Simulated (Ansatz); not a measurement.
```xyz
6

Zn    0.6349   -0.4206   -1.4292
H     1.2323   -0.8172   -2.7784
Cl    0.2896    1.6112   -0.3455
Zn   -0.6347    0.4206    1.4292
H    -1.2353    0.8175    2.7770
Cl   -0.2867   -1.6115    0.3469
```

Geometry: r2SCAN-D4/def2-SVP.

These are results of RKS PBE0-D4/def2-TZVP (Ansatz), not measurements.

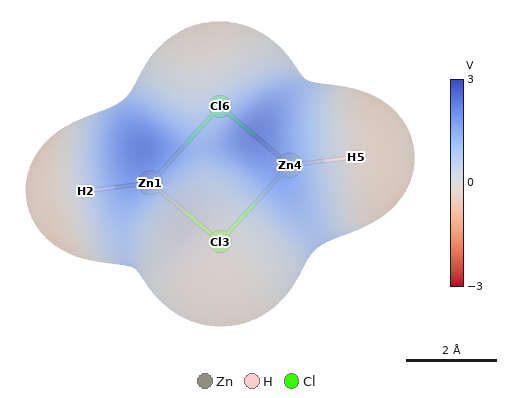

Cl₂H₂Zn₂. The electrostatic potential painted on the density surface at 0.002 e/bohr³, seen at a tilt; the colour scale runs from red (negative) to blue (positive).

Which sites attract a positive test charge, and which a negative one?

Answer. A positive charge is drawn to the negative regions and a negative charge to the positive ones. The most negative region (about −0.3 V) lies over H2 and H5, the most positive (about +2.3 V) over Zn1 and Zn4.
